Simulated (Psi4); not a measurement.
**SCAN/def2-SVP (Coulomb fitting set, sweep point 1) run of SiHBr (SMILES [SiH]Br)**

What is the vertical ionisation energy of SiHBr at SCAN/def2-SVP (Coulomb fitting set, sweep point 1)? 

The results are computed with Psi4 1.11.

2 further runs of the same task are left out: 2 for a known fault of the program.

## 1. The molecule

SiHBr: 3 atoms, total charge 0, spin state singlet. SMILES: `[SiH]Br`. Geometry: relaxed at PBE0-D4/def2-TZVP.

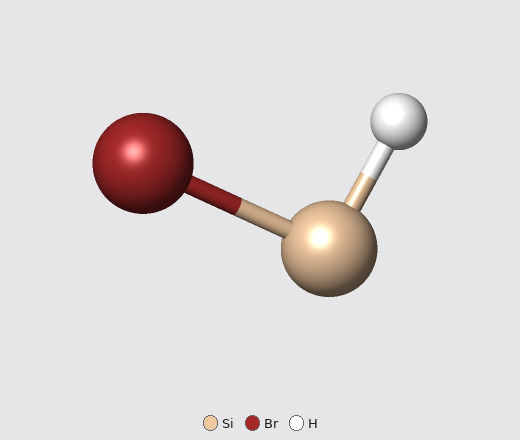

The structure, seen from a chosen angle (silicon light orange, bromine red, hydrogen white).

## 2. A single-point energy at SCAN/def2-SVP (Coulomb fitting set, sweep point 1)

input.dat

```
memory 1600 mb

molecule molecule1 {
  0 1
  Si    -0.624700     0.521900    -0.296100
  Br     1.340900     0.401500     0.781400
  H     -0.727100    -0.988300    -0.498600
  units angstrom
  symmetry c1
}

set basis def2-SVP
set puream true
set scf_type df
set dft_radial_points 99
set dft_spherical_points 590
set df_basis_scf def2-universal-jfit

E, wfn = energy("scan", return_wfn=True)
```

Launch:

```console
psi4 -n 1 input.dat output.dat
```

output.dat:

```text
[...]
  Running in c1 symmetry.
[...]
  Nuclear repulsion =  126.973584171130398
[...]
  Multiplicity = 1
[...]
  Nalpha       = 25
  Nbeta        = 25
[...]
    Number of basis functions: 55
[...]
   @DF-RKS iter   1: -2863.68247358451572   -1.30363e+00   2.58534e-02 ADIIS/DIIS
[...]
   @DF-RKS iter   9: -2864.02381635019856   -1.81030e-08   5.24481e-07 DIIS
[...]
    Orbital Energies [Eh]
    ---------------------
    Doubly Occupied:
       1A   -482.202765     2A    -65.891496     3A    -62.273888
       4A    -56.080052     5A    -56.078718     6A    -56.078372
       7A     -8.636776     8A     -6.440702     9A     -6.436441
      10A     -6.431673    11A     -5.257486    12A     -3.607724
      13A     -3.602288    14A     -3.596764    15A     -2.535913
      16A     -2.535310    17A     -2.531909    18A     -2.528394
      19A     -2.527870    20A     -0.748856    21A     -0.474685
      22A     -0.341998    23A     -0.303432    24A     -0.293628
      25A     -0.223704
[...]
  @DF-RKS Final Energy: -2864.02381635019856
   => Energetics <=
    Nuclear Repulsion Energy =            126.9735841711303976
    One-Electron Energy =               -4236.8625142881301144
    Two-Electron Energy =                1358.6485676418951698
    DFT Exchange-Correlation Energy =    -112.7834538750942386
    Empirical Dispersion Energy =           0.0000000000000000
    VV10 Nonlocal Energy =                  0.0000000000000000
    Total Energy =                      -2864.0238163501985582
[...]
 Multipole Moments:
 ------------------------------------------------------------------------------------
     Multipole            Electronic (a.u.)      Nuclear  (a.u.)        Total (a.u.)
 ------------------------------------------------------------------------------------
 L = 1.  Multiply by 2.5417464519 to convert [e a0] to [Debye]
 Dipole X            :          6.5123551           -6.8355258           -0.3231707
 Dipole Y            :          1.0337413           -1.1682352           -0.1344939
 Dipole Z            :          0.0000000            0.0000000            0.0000000
 Magnitude           :                                                    0.3500398
[...]
```

Run time: 13 s. Hardware: 1 thread of AMD EPYC 7R43 (Zen 3), shared host; peak memory 0.7 GiB.

## 3. The doublet cation at the same level

job.inp

```
memory 1600 MB

molecule {
  1 2
  Si    -0.624700     0.521900    -0.296100
  Br     1.340900     0.401500     0.781400
  H     -0.727100    -0.988300    -0.498600
  units angstrom
  symmetry c1
}

set {
  basis def2-SVP
  reference uks
  puream true
  scf_type df
  dft_radial_points 99
  dft_spherical_points 590
  df_basis_scf def2-universal-jfit
  maxiter 150
}

e = energy("scan")
```

Launch:

```console
psi4 job.inp job.out -n 1
```

job.out:

```text
[...]
  Running in c1 symmetry.
[...]
  Nuclear repulsion =  126.973584171130398
[...]
  Multiplicity = 2
[...]
  Nalpha       = 25
  Nbeta        = 24
[...]
    Number of basis functions: 55
[...]
   @DF-UKS iter   1: -2863.34851633402013   -9.69668e-01   2.55565e-02 DIIS/ADIIS
[...]
   @DF-UKS iter  11: -2863.68771935473796   -1.44596e-08   4.16493e-07 DIIS
[...]
   @S^2 Observed:                7.589675121E-01
[...]
    Orbital Energies [Eh]
    ---------------------
    Alpha Occupied:
       1A   -482.463508     2A    -66.196690     3A    -62.533767
       4A    -56.340547     5A    -56.338811     6A    -56.338267
       7A     -8.896124     8A     -6.701238     9A     -6.693337
      10A     -6.692598    11A     -5.558940    12A     -3.909707
      13A     -3.904151    14A     -3.900383    15A     -2.795674
      16A     -2.793744    17A     -2.793427    18A     -2.787190
      19A     -2.787151    20A     -1.001830    21A     -0.745256
      22A     -0.602347    23A     -0.551702    24A     -0.539686
      25A     -0.505789
    Alpha Virtual:
[...]
  @DF-UKS Final Energy: -2863.68771935473796
   => Energetics <=
    Nuclear Repulsion Energy =            126.9735841711303976
    One-Electron Energy =               -4223.5850111783265675
    Two-Electron Energy =                1345.3995829066088845
    DFT Exchange-Correlation Energy =    -112.4758752541509921
    Empirical Dispersion Energy =           0.0000000000000000
    VV10 Nonlocal Energy =                  0.0000000000000000
    Total Energy =                      -2863.6877193547379647
[...]
 Multipole Moments:
 ------------------------------------------------------------------------------------
     Multipole            Electronic (a.u.)      Nuclear  (a.u.)        Total (a.u.)
 ------------------------------------------------------------------------------------
 L = 1.  Multiply by 2.5417464519 to convert [e a0] to [Debye]
 Dipole X            :          4.5526816           -6.8355258           -2.2828442
 Dipole Y            :          1.0966997           -1.1682352           -0.0715355
 Dipole Z            :         -0.0000000            0.0000000           -0.0000000
 Magnitude           :                                                    2.2839648
[...]
```

Wall time 22 s (1 thread of AMD EPYC 7R43 (Zen 3), shared host); peak memory 0.7 GiB.

## 4. What came out

At SCAN/def2-SVP (Coulomb fitting set, sweep point 1):

| quantity | value |
| --- | --- |
| singlet SiHBr: total energy | -2864.02382 Eh |
| singlet SiHBr: dipole moment | 0.89 D |
| singlet SiHBr: HOMO energy | -6.09 eV |
| singlet SiHBr: LUMO energy | -3.84 eV |
| singlet SiHBr: HOMO–LUMO gap | 2.25 eV |
| doublet cation: total energy | -2863.68772 Eh |
| doublet cation: HOMO energy (highest over α and β) | -13.76 eV |
| doublet cation: LUMO energy (lowest over α and β) | -12.08 eV |
| doublet cation: ⟨S²⟩ | 0.759 |
| vertical ionisation energy (to the doublet cation) | 9.146 eV |

What this shows: Removing an electron at fixed nuclei costs 9.15 eV (882 kJ/mol). −ε(HOMO) before ionisation, 6.09 eV, is 3.06 eV below this ionisation energy.
